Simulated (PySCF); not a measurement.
# BrH₃MgSi (SMILES [SiH3][Mg][Br]): what the fields show

The calculation's input:

```
from pyscf import gto, dft

mol = gto.M(
    atom=[
    ('Br', (0.409948, -3.899170, 3.423127)),
    ('Mg', (-0.239866, -1.669858, 2.980984)),
    ('Si', (-0.947663, 0.748083, 2.502852)),
    ('H', (0.123669, 1.516950, 1.791387)),
    ('H', (-2.172903, 0.814997, 1.642963)),
    ('H', (-1.259088, 1.501067, 3.760292)),
],
    max_memory=3720,
    basis='def2-tzvpd',
    spin=0,
    verbose=3,
)

ks = dft.RKS(mol, xc='pbe0')
ks = ks.density_fit(auxbasis='def2-universal-jkfit')
ks.max_cycle = 100
ks.conv_tol = 1e-09
ks.grids.level = 3
ks.kernel()
if not ks.converged:
    ks = ks.newton().run(ks.mo_coeff, ks.mo_occ)

etot = ks.e_tot
print(f'total energy: {etot:.8f} hartree')
grad = ks.nuc_grad_method().kernel()
dip = ks.dip_moment()
pop, q = ks.mulliken_pop()
```

Launched as:

```sh
OMP_NUM_THREADS=2 python calc.py
```

Geometry: B3LYP-D4/def2-SVP.

Theory: PySCF 2.14.0, Gaussian-basis quantum chemistry of an isolated molecule with PySCF, energy and nuclear gradient, functional PBE0.

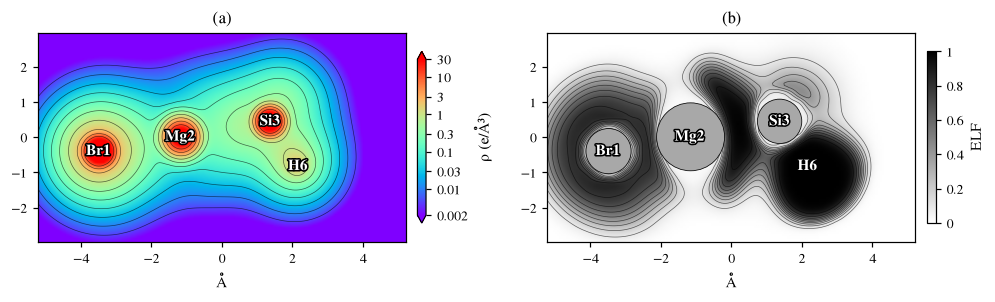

Figure 1. (a) electron density; (b) electron localisation function on the plane of atoms Mg2, Si3 and H6. Grey discs cover the atomic cores in the ELF map.

**Read the bonding off the picture.**

The plane passes through Br, Mg, Si and H nuclei.
Mg–Br (2.36 Å): ρ at the midpoint is about 0.49 e/Å³; the ELF peaks at about 0.85 in the valence shell of Br, 1.1 Å from its nucleus, and falls to about 0.05 next to Mg; an ionic contact with no shared pair.
Mg–Si (2.56 Å): ρ is about 0.37 e/Å³ halfway; the ELF peaks at about 1 in the valence shell of Si, 1.2 Å from its nucleus, and is about 1 at the midpoint.
Si–H (1.50 Å): the density is about 0.77 e/Å³ at the midpoint; the ELF climbs to about 1 towards the hydrogen, as it does in any bond to H.

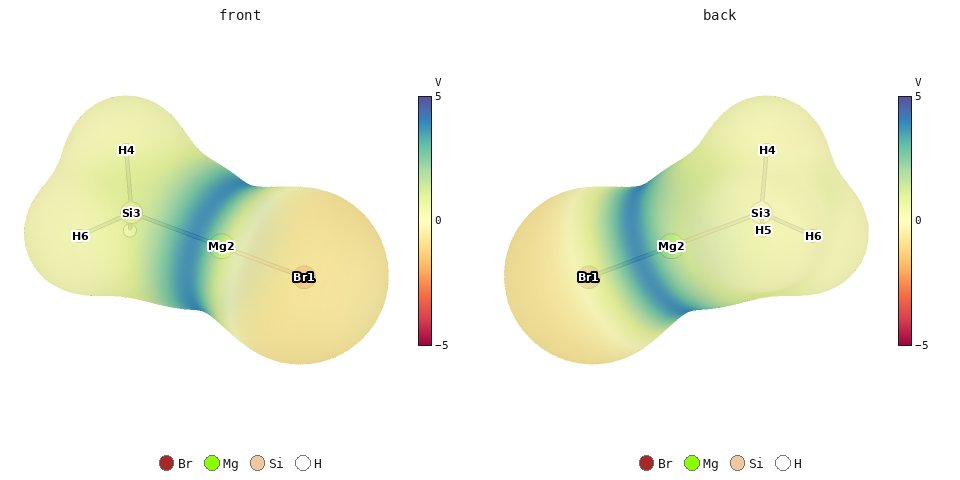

Figure 2. The molecular electrostatic potential painted on the density surface at 0.002 e/bohr³, seen from the front and from behind; red is negative and blue positive.

**Which sites attract a positive test charge, and which a negative one?**

A positive charge is drawn to the negative regions and a negative charge to the positive ones. The most negative region (about −0.7 V) lies over Br1, the most positive (about +4.0 V) over Mg2.

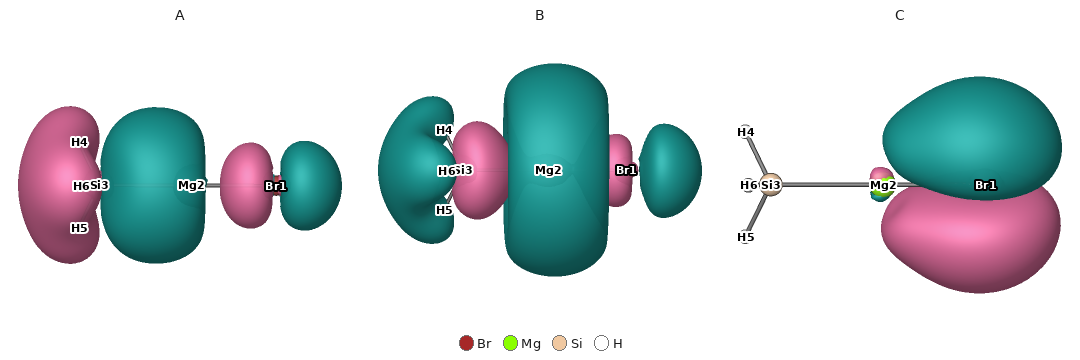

Figure 3. Three frontier orbitals at ±0.04 Å⁻³ᐟ² (teal and pink are the two phases), in no order.

**Which picture is the HOMO−1, the HOMO and the LUMO?**

C is the HOMO−1 (−8.13 eV). It lies mainly on Br1 (about 95 %); largely a lone pair of Br1. A is the HOMO (−7.50 eV). By Hirshfeld shares it lies mainly on Si3 (about 50 %), Mg2 (about 30 %) and Br1 (about 10 %). B is the LUMO (−1.36 eV). By Hirshfeld shares it lies mainly on Mg2 (about 55 %), Si3 (about 20 %) and Br1 (about 15 %).

**What is the HOMO–LUMO gap?**

6.14 eV between the orbital energies.
